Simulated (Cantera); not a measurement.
Feed: 1 mol Hg, 0.52 mol O₂, 0.89 mol N₂, held at 443 Torr.

These are equilibrium values from Cantera (NASA tables, ideal gas, pure condensed phases), not measurements of a reactor. Candidate condensed phases: Hg, HgO; 10 gas species. Equilibrium is a limit: real reactors are often held back by kinetics, nucleation or transport.

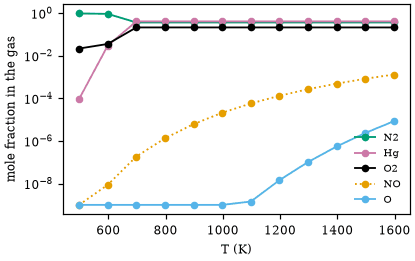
Figure: Equilibrium gas composition (values under 1e-9 drawn at 1e-9)

From 498 K to 598 K the condensed part is HgO(s). From 698 K to 1598 K nothing is condensed. The main Hg-bearing gas is Hg throughout.
